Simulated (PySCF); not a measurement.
C5H8OSi (SMILES COC1=C[SiH2]C=C1)

```
atom    x (Å)    y (Å)    z (Å)
   C   2.5031  -0.2121   0.6343
   O   1.2926  -0.9085   0.7912
   C   0.1804  -0.3522   0.2480
   C   0.0573   0.7981  -0.4388
  Si  -1.7338   1.0315  -0.9300
   C  -2.1586  -0.5984  -0.0774
   C  -1.0502  -1.1238   0.4460
   H   3.2652  -0.8088   1.1327
   H   2.7611  -0.0990  -0.4239
   H   2.4532   0.7789   1.0976
   H   0.8862   1.4506  -0.6491
   H  -2.3831   2.1867  -0.3066
   H  -1.9720   0.9993  -2.3746
   H  -3.1172  -1.0809   0.0091
   H  -0.9886  -2.0534   0.9922
```

Geometry: GFN2-xTB.

Method: PySCF, PBE0/def2-SVPD, SCF density, gas phase.

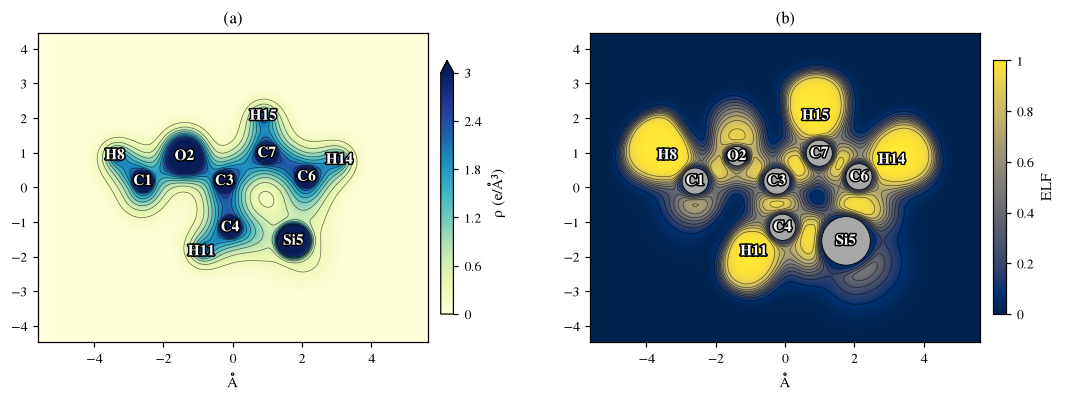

Figure 1. (a) electron density; (b) ELF on the plane of atoms C3, C4 and H11. Grey discs cover the atomic cores in the ELF map.

What does the map show?

Answer.
- Atoms in the plane: C, O, Si and H.
- C–C (1.33 Å): ρ is about 2.3 e/Å³ halfway; the ELF peaks at about 0.90 between the atoms: a multiple bond.
- C–O (1.36 Å): ρ is about 2.3 e/Å³ halfway, with its minimum of 1.9 e/Å³ about 0.5 Å from C; the ELF peaks at about 0.90 between the atoms: a polar covalent bond.
- C–Si (1.87 Å): ρ at the midpoint is about 0.94 e/Å³; the ELF peaks at about 0.95 between the atoms (a covalent bond).
- C–H (1.08 Å): the density is about 1.9 e/Å³ at the midpoint; the ELF climbs to about 1 towards the hydrogen, as it does in any bond to H: an ordinary covalent bond to hydrogen.
- C–O (1.41 Å): ρ is about 2.1 e/Å³ halfway, with its minimum of 1.7 e/Å³ about 0.5 Å from C; the ELF peaks at about 0.90 between the atoms; a shared but strongly polarised pair.
- The ELF also peaks beside O2, away from the bonds: lone-pair regions.

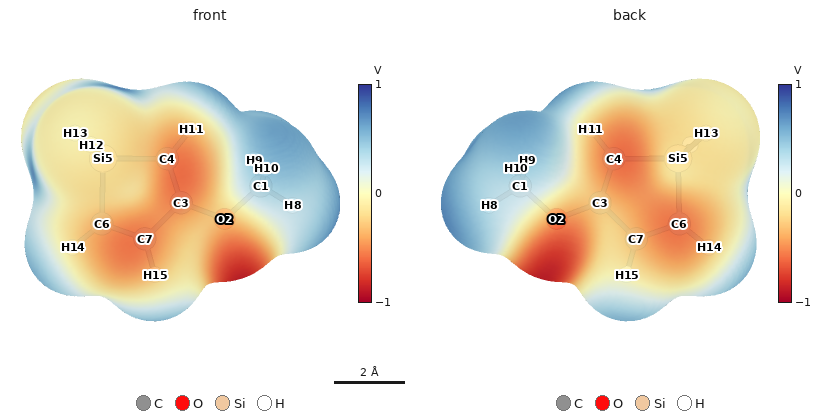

Figure 2. The molecular electrostatic potential painted on the density surface at 0.001 e/bohr³, seen from the front and from behind; red is negative and blue positive.

Where is the surface potential most negative and most positive?

Answer. The most negative region (about −0.9 V) lies over O2, the most positive (about +0.7 V) over C1, Si5 and H8.
